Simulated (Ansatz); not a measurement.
MgSe (rock salt): γ-surface

MgSe (rock salt) is sheared across one {100} plane: the third cell vector gains the shift, so faults repeat every 8.2 Å. The cut lies between planes 2.74 Å apart; the cell height is held.

```
MgSe
1.0
    3.86945     0.00000     0.00000
    0.00000     3.86945     0.00000
    1.93472     1.93472     8.20834
Se Mg
3 3
Direct
  0.00000   0.00000   0.83333
  0.33333   0.33333   0.16667
  0.66667   0.66667   0.50000
  0.50000   0.50000   0.83333
  0.83333   0.83333   0.16667
  0.16667   0.16667   0.50000
```

In-plane vectors a = (3.869, 0.000) Å, b = (0.000, 3.869) Å, area 14.97 Å². The shift is x·a + y·b, and the map repeats with period 1 in x and y. The shift is rigid: no atom relaxes. γ = [E(shift) − E(0)] / area.

The numbers are results of r2SCAN (plane waves to 500 eV, PAW, scalar-relativistic; Ansatz, an electronic-structure program), not measurements. k mesh 7×7×7 (Γ-centred), Fermi-Dirac smearing 0.05 eV. Energies are extrapolated to zero smearing. As the smearing reaches across the gap at some points, the k mesh leaves noise in γ, roughly 0.02 J/m² as judged from a few cases. Faults lie only 8.2 Å apart, and holding the cell height and the atoms raises γ above its relaxed value. MgSe was relaxed with its symmetry unable to fall. γ is measured from zero shift.

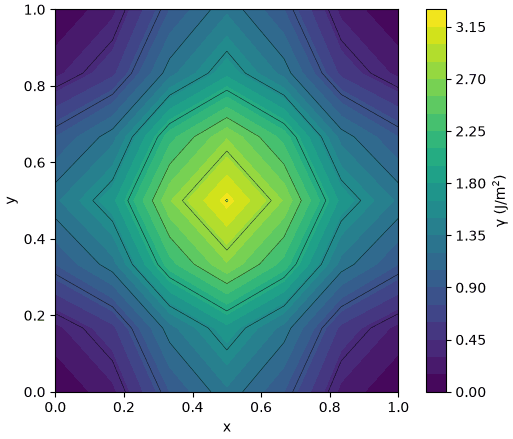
*γ (J/m²) over the 6×6 grid of computed points.*

The highest γ on the easiest grid path from zero shift to a (an upper estimate of the barrier on so coarse a grid) is 1.32 J/m². Highest place on the grid: x = 0.500, y = 0.500 (3.21 J/m²). Lowest place on the grid: x = 0.000, y = 0.000 (0.00 J/m²). Local minima besides zero shift: no grid point is one.

(The slope of γ gives the shear force per area between the displaced halves; near zero shift its curvature is an elastic stiffness.)
